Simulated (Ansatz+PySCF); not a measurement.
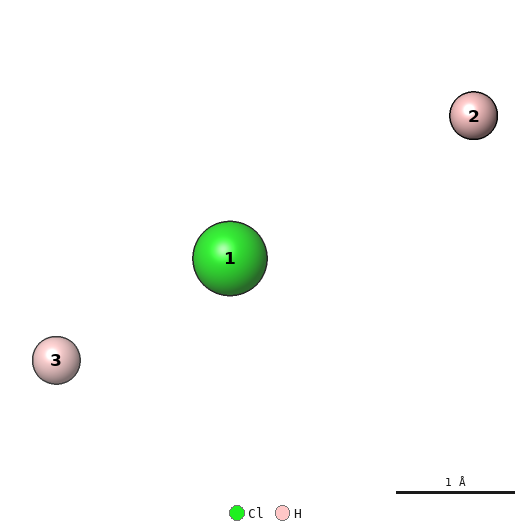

Simulated data, not a measurement (program: Ansatz+PySCF).

Orthographic view. Distant atoms are faded towards the background colour. Charge −1, triplet. Geometry: a fixed input geometry, not necessarily a minimum.

List all interatomic distances (Å) as a matrix.

```tsv
atom	Cl1	H2	H3
Cl1	0.00		
H2	2.45	0.00	
H3	1.75	4.20	0.00
```

The spin state was imposed, and no run here compares it with a lower spin, which may lie lower.
